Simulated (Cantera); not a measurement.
Charge: 1 mol Si₃N₄, 1.8 mol O₂, 660 mol H₂, held at 230 Pa.

Cantera equilibrium calculation (NASA polynomials, part measured and part estimated; ideal gas, pure solids and liquids). Candidate condensed phases: H₂O, Si, SiO₂, Si₂N₂O, Si₃N₄; 35 gas species. Mutual solubility and eutectic melting of coexisting phases are not modelled. The tables hold silica as quartz up to 1696 K and as liquid above; real silica turns to tridymite and cristobalite and melts near 1996 K. Equilibrium is a limit: real reactors are often held back by kinetics, nucleation or transport.

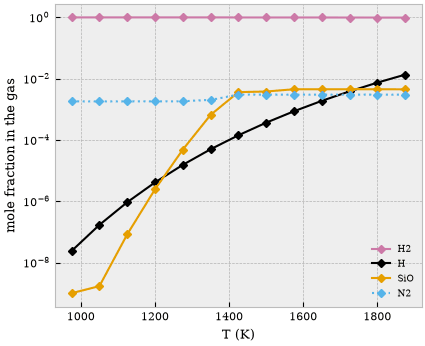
Figure: Equilibrium gas composition (values under 1e-9 drawn at 1e-9)

From 975 K to 1350 K the condensed part is SiO₂(β-quartz) + Si₂N₂O(s). From 1425 K to 1500 K the condensed part is SiO₂(β-quartz). From 1575 K to 1875 K nothing is condensed.
